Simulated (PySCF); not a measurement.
# C₂H₃F₂N: electronic excitations and core binding energies

Aim: predict the electronic excitations and core binding energies of C₂H₃F₂N (`[H]/N=C/C(F)F`).

Programs: PySCF 2.14.0, with density-fitted response routines of our own. Each step states its level of theory. These are calculated values for one molecule in the gas phase, unless marked as measured. Atoms are numbered from 0 throughout.

### Step 1. Starting geometry

8 atoms, charge 0, multiplicity 1; geometry from: GFN2-xTB.

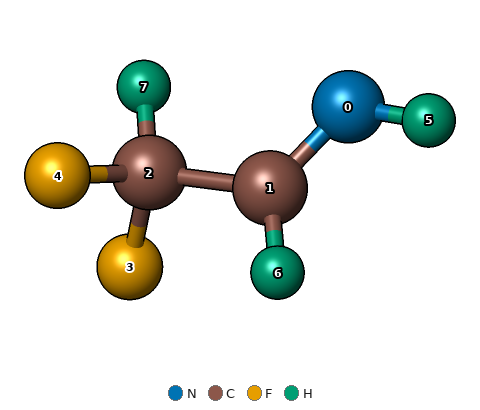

The starting geometry (nitrogen blue, carbon brown, fluorine amber, hydrogen teal), atoms numbered.

### Step 2. TDDFT and polarisability: CAM-B3LYP/def2-SVPD

Job settings and geometry (Å):

```
{"job": {"kind": "uv", "xc": "CAM-B3LYP", "basis": "def2-SVPD", "nstates": 8, "ntriplets": 3}, "charge": 0, "multiplicity": 1}
N      1.418018     0.216893    -0.587686
C      0.540941    -0.091614     0.245307
C     -0.909327     0.057153    -0.148469
F     -1.540237    -1.138566    -0.052650
F     -1.541046     0.889545     0.714463
H      2.383609     0.102937    -0.287727
H      0.688900    -0.470427     1.262154
H     -1.031801     0.443491    -1.169957
```

Level: TDDFT CAM-B3LYP/def2-SVPD, vertical, gas phase, core orbitals frozen in the response.

Command:

```bash
OMP_NUM_THREADS=1 python probes_run.py task.json out
```

One launch serves the whole session: the jobs run in the order shown.

Log:

```text
coarse grid: 7272 points
cycle   1  E = -331.9423774005  dE =  6.789e-01  |g| = 7.276e-01  |ddm| = 3.565e+00
cycle   2  E = -331.8866361412  dE =  5.574e-02  |g| = 9.589e-01  |ddm| = 1.855e+00
cycle   3  E = -332.0442848819  dE = -1.576e-01  |g| = 6.181e-02  |ddm| = 1.104e+00
cycle   4  E = -332.0448900079  dE = -6.051e-04  |g| = 3.569e-02  |ddm| = 1.461e-01
cycle   5  E = -332.0451364031  dE = -2.464e-04  |g| = 9.828e-03  |ddm| = 6.084e-02
cycle   6  E = -332.0451555122  dE = -1.911e-05  |g| = 2.929e-03  |ddm| = 1.933e-02
cycle   7  E = -332.0451574110  dE = -1.899e-06  |g| = 5.440e-04  |ddm| = 4.204e-03
final grid: 72736 points
cycle   8  E = -332.0900232318  dE = -1.830e-05  |g| = 4.118e-03  |ddm| = 4.131e-02
cycle   9  E = -332.0900221293  dE =  1.102e-06  |g| = 5.041e-03  |ddm| = 1.067e-02
cycle  10  E = -332.0900262751  dE = -4.146e-06  |g| = 2.545e-04  |ddm| = 4.794e-03
cycle  11  E = -332.0900262867  dE = -1.163e-08  |g| = 1.483e-04  |ddm| = 4.583e-04
cycle  12  E = -332.0900262914  dE = -4.635e-09  |g| = 5.339e-05  |ddm| = 2.125e-04
cycle  13  E = -332.0900262920  dE = -5.788e-10  |g| = 1.148e-05  |ddm| = 1.498e-04
converged SCF energy = -332.0900262920

Static polarisability (au): isotropic 34.964, principal 28.788 32.768 43.337

Singlet excitations
state   eV       nm        f      main configurations
  1   5.0682    244.6   0.00167   H->L 0.98
  2   7.7369    160.3   0.01460   H->L+1 0.94
  3   7.8767    157.4   0.00077   H-2->L 0.95
  4   8.7175    142.2   0.23454   H-1->L 0.65, H->L+2 0.28
  5   9.0145    137.5   0.11539   H->L+2 0.58, H-1->L 0.26, H->L+3 0.11
  6   9.2767    133.7   0.14342   H->L+3 0.77
  7   9.5443    129.9   0.02814   H-1->L+1 0.95
  8   9.8921    125.3   0.00886   H-4->L 0.87

Triplet excitations (Tamm-Dancoff, eV): 4.2121 5.2501 7.3557
```

Run time: 14 s. Hardware: 1 thread, shared host.

The orbitals next to the gap, with their largest atomic shares:

| orbital | eV | atoms |
| --- | --- | --- |
| HOMO−3 | -13.45 | F3 47 %, F4 47 % |
| HOMO−2 | -11.98 | F3 24 %, F4 24 %, C2 18 % |
| HOMO−1 | -11.79 | N0 48 %, C1 34 %, F4 5 % |
| HOMO | -9.85 | N0 57 %, C1 16 %, H5 7 % |
| LUMO | -0.01 | N0 38 %, C1 36 %, C2 6 % |
| LUMO+1 | 1.41 | C1 31 %, H5 29 %, H6 23 % |
| LUMO+2 | 1.86 | C2 37 %, H7 21 %, F4 16 % |

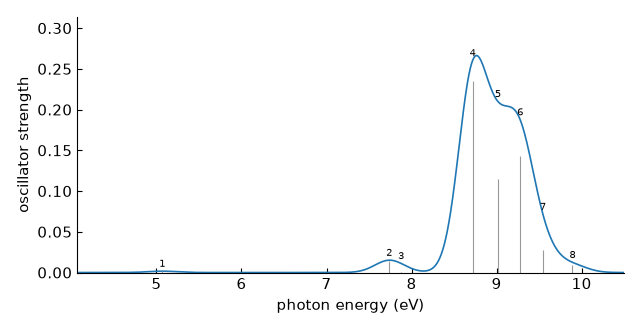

Absorption spectrum from the 8 singlet states computed; above the last one it falls off for lack of states. Lines are broadened to a width of 0.40 eV (Gaussian).

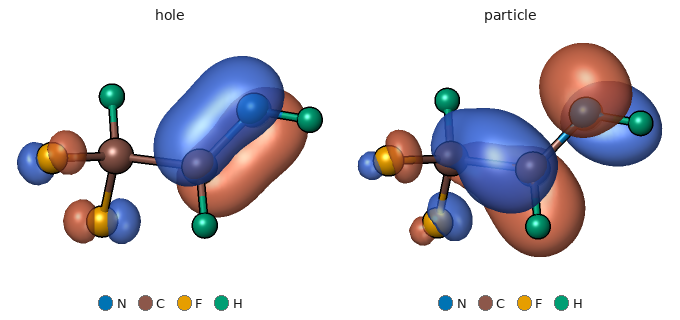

Leading natural transition orbitals of singlet state 4: the electron leaves the hole (left) for the particle orbital (right).

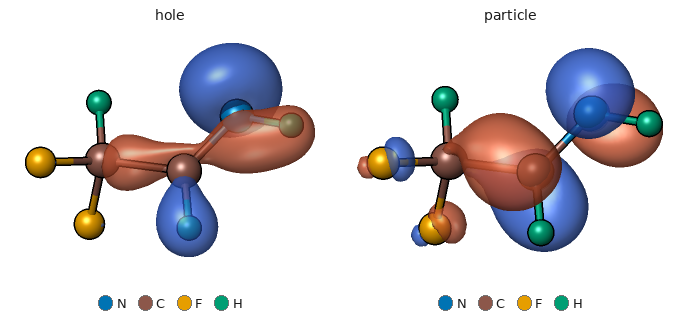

Leading natural transition orbitals of singlet state 1: the electron leaves the hole (left) for the particle orbital (right).

Ground-state properties from the same run:

| property | computed |
| --- | --- |
| dipole moment (D) | 2.08 |
| polarisability (Å³) | 5.18 |
| HOMO–LUMO gap (eV) | 9.84 |
| −ε(HOMO) (eV) | 9.85 |

Orbitals, density, ELF and potential are computed afterwards from the orbital file.

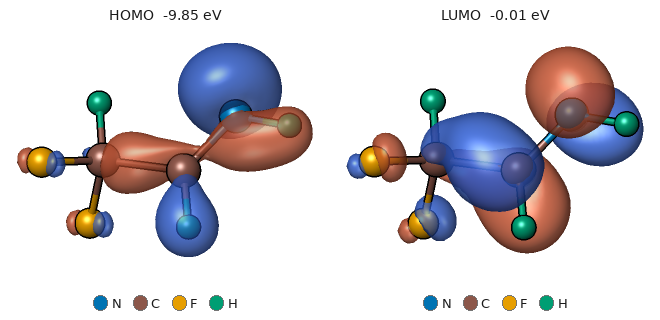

Frontier orbitals at CAM-B3LYP/def2-SVPD; each surface holds 70 % of the orbital's density, blue and red mark the sign.

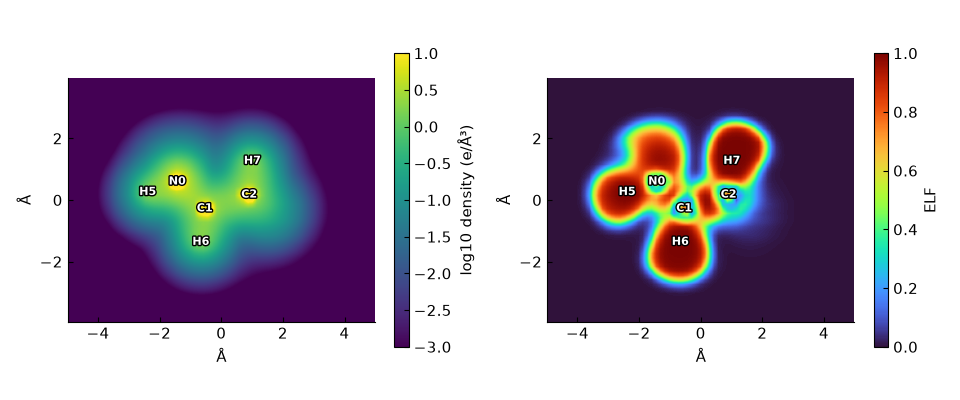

Density (left) and ELF (right) in a plane through or near 6 of the atoms.

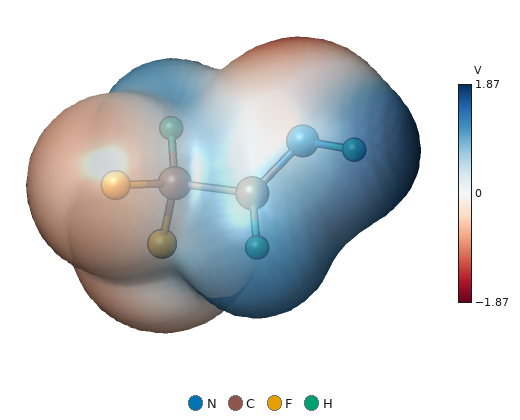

The potential that a unit positive charge feels on the 0.002 e/bohr³ surface, from the 1st to the 99th percentile, from -1.20 V near N0 to 1.87 V near H5.

### Step 3. X-ray photoelectron lines: SCAN, X2C

Settings changed since step 2:

```diff
@@ -1,2 +1,2 @@
-{"job": {"kind": "uv", "xc": "CAM-B3LYP", "basis": "def2-SVPD", "nstates": 8, "ntriplets": 3}, "charge": 0, "multiplicity": 1}
+{"job": {"kind": "xps"}, "charge": 0, "multiplicity": 1}
 N      1.418018     0.216893    -0.587686
```

With the program's defaults for keys left out, this is: delta-SCF UKS SCAN, pcX-2 on the ionised atom, pcseg-1 elsewhere, spin-free X2C.

Log:

```text
ground state, core basis on atom 0 (N), 116 functions
  cycle   1  E = -332.43855525  |g| = 6.54e-01
  cycle   2  E = -332.26817522  |g| = 1.16e+00
  cycle   3  E = -332.50637688  |g| = 1.65e-01
  cycle   4  E = -332.51203006  |g| = 6.64e-02
  cycle   5  E = -332.51287101  |g| = 2.14e-02
  cycle   6  E = -332.51296246  |g| = 2.98e-03
  cycle   7  E = -332.51296663  |g| = 1.11e-03
  cycle   8  E = -332.51296418  |g| = 3.80e-04
  E(ground) = -332.51076858 Eh
hole in N 1s of atom 0
  cycle   1  E = -316.90463473  |g| = 1.85e+00
  cycle   2  E = -315.71532418  |g| = 2.30e+00
  cycle   3  E = -317.39872554  |g| = 7.41e-01
  cycle   4  E = -317.54615315  |g| = 4.05e-01
  cycle   5  E = -317.59368111  |g| = 1.23e-01
  cycle   6  E = -317.59941779  |g| = 2.43e-02
  cycle   7  E = -317.59970452  |g| = 5.45e-03
  cycle   8  E = -317.59972116  |g| = 4.56e-03
  cycle   9  E = -317.59973208  |g| = 2.16e-03
  cycle  10  E = -317.59973478  |g| = 1.41e-03
  cycle  11  E = -317.59973506  |g| = 3.60e-04
  E(ion) = -317.59764980 Eh   <S^2> = 0.7777   hole on atom = 1.000   binding energy = 405.807 eV
ground state, core basis on atom 1 (C), 116 functions
  cycle   1  E = -332.50435245  |g| = 5.89e-02
  cycle   2  E = -332.50411312  |g| = 3.89e-02
  cycle   3  E = -332.50397124  |g| = 4.54e-02
  cycle   4  E = -332.50444019  |g| = 5.81e-03
  cycle   5  E = -332.50444710  |g| = 1.08e-03
  cycle   6  E = -332.50444830  |g| = 2.83e-04
  E(ground) = -332.50384892 Eh
hole in C 1s of atom 1
  cycle   1  E = -321.18447265  |g| = 1.50e+00
  cycle   2  E = -320.25752384  |g| = 2.01e+00
  cycle   3  E = -321.57679703  |g| = 6.27e-01
  cycle   4  E = -321.68731122  |g| = 3.25e-01
  cycle   5  E = -321.73092648  |g| = 8.61e-02
  cycle   6  E = -321.73350978  |g| = 5.24e-02
  cycle   7  E = -321.73464388  |g| = 1.38e-02
  cycle   8  E = -321.73488151  |g| = 8.51e-03
  cycle   9  E = -321.73505699  |g| = 6.74e-03
  cycle  10  E = -321.73525795  |g| = 3.96e-03
  cycle  11  E = -321.73528803  |g| = 1.84e-03
  cycle  12  E = -321.73528956  |g| = 1.86e-03
  cycle  13  E = -321.73529265  |g| = 4.08e-04
  E(ion) = -321.73415074 Eh   <S^2> = 0.8463   hole on atom = 1.000   binding energy = 293.058 eV
ground state, core basis on atom 2 (C), 116 functions
  cycle   1  E = -332.50916519  |g| = 6.14e-02
  cycle   2  E = -332.50896650  |g| = 4.05e-02
  cycle   3  E = -332.50893430  |g| = 4.09e-02
  cycle   4  E = -332.50927703  |g| = 8.70e-03
  cycle   5  E = -332.50929454  |g| = 1.47e-03
  cycle   6  E = -332.50929442  |g| = 3.83e-04
  E(ground) = -332.50760064 Eh
hole in C 1s of atom 2
  cycle   1  E = -321.09540663  |g| = 1.50e+00
  cycle   2  E = -317.86356501  |g| = 2.73e+00
  cycle   3  E = -321.13873600  |g| = 1.00e+00
  cycle   4  E = -321.53309785  |g| = 4.89e-01
  cycle   5  E = -321.61501142  |g| = 1.81e-01
  cycle   6  E = -321.62869467  |g| = 6.35e-02
  cycle   7  E = -321.63040197  |g| = 2.19e-02
  cycle   8  E = -321.63055743  |g| = 6.68e-03
  cycle   9  E = -321.63058104  |g| = 1.69e-03
  cycle  10  E = -321.63058615  |g| = 9.91e-04
  cycle  11  E = -321.63058799  |g| = 9.29e-04
  cycle  12  E = -321.63058829  |g| = 4.86e-04
  E(ion) = -321.63102710 Eh   <S^2> = 0.7724   hole on atom = 1.000   binding energy = 295.967 eV
ground state, core basis on atom 3 (F), 116 functions
  cycle   1  E = -332.54531338  |g| = 1.18e-01
  cycle   2  E = -332.54490168  |g| = 6.75e-02
  cycle   3  E = -332.54491337  |g| = 6.73e-02
  cycle   4  E = -332.54552494  |g| = 5.32e-03
  cycle   5  E = -332.54553022  |g| = 1.41e-03
  cycle   6  E = -332.54553042  |g| = 5.01e-04
  cycle   7  E = -332.54553002  |g| = 1.36e-04
  E(ground) = -332.54592756 Eh
hole in F 1s of atom 3
  cycle   1  E = -306.17115742  |g| = 2.58e+00
  cycle   2  E = -305.14992847  |g| = 2.53e+00
  cycle   3  E = -306.48726361  |g| = 1.08e+00
  cycle   4  E = -306.89252741  |g| = 5.95e-01
  cycle   5  E = -307.03252644  |g| = 2.09e-01
  cycle   6  E = -307.05248089  |g| = 6.72e-02
  cycle   7  E = -307.05383839  |g| = 3.05e-02
  cycle   8  E = -307.05415042  |g| = 5.11e-03
  cycle   9  E = -307.05416137  |g| = 8.03e-04
  cycle  10  E = -307.05416093  |g| = 3.83e-04
  E(ion) = -307.06151592 Eh   <S^2> = 0.7572   hole on atom = 1.000   binding energy = 693.466 eV
```

Run time: 20 s. Hardware: 1 thread, shared host.

The holes in one table. −ε is the ground-state orbital energy:

| hole | stands for | environment | ΔSCF (eV) | −ε (eV) | ⟨S²⟩ |
| --- | --- | --- | --- | --- | --- |
| N1s on N0 | N0 | imine nitrogen | 405.81 | 386.6 | 0.778 |
| C1s on C1 | C1 | C=N carbon | 293.06 | 275.7 | 0.846 |
| C1s on C2 | C2 | sp3 CH bonded to 2 F | 295.97 | 278.2 | 0.772 |
| F1s on F3 | F3, F4 | fluorine of a CF2 group | 693.47 | 667.3 | 0.757 |

Each hole run stands for the others of its class of like atoms.

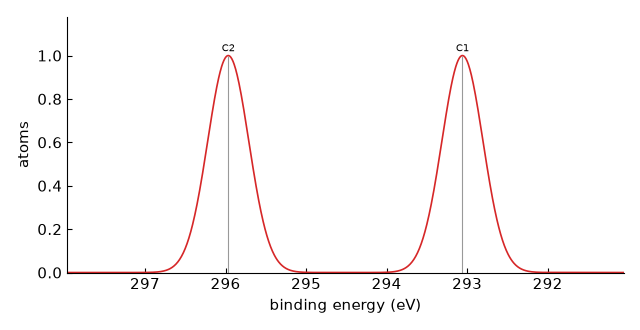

The C1s photoelectron lines, weighted by the number of atoms. Lines are broadened to a width of 0.60 eV (Gaussian).

### Step 4. Outcome

| quantity | value |
| --- | --- |
| lowest singlet (CAM-B3LYP/def2-SVPD) | 5.07 eV (245 nm), f = 0.002 |
| brightest single state of those computed | state 4, 8.72 eV, f = 0.235 |
| lowest triplet | 4.21 eV |
| surface potential, 1st and 99th percentile | -1.20 V and 1.87 V |
| C1s binding energies, SCAN/pcX-2 | C2 295.97, C1 293.06 eV |
| N1s binding energies, SCAN/pcX-2 | N0 405.81 eV |
| F1s binding energies, SCAN/pcX-2 | F3 693.47 eV |

The lowest singlet, at 5.07 eV, is HOMO→LUMO 0.98 and is weak; of the 8 states computed, the strongest absorption comes from state 4 at 8.72 eV. The lowest triplet lies 0.86 eV below the lowest singlet (triplets in Tamm-Dancoff, singlets in full TDDFT). C2 (sp3 CH bonded to 2 F) binds its C1s electron 2.91 eV more tightly than C1 (C=N carbon).
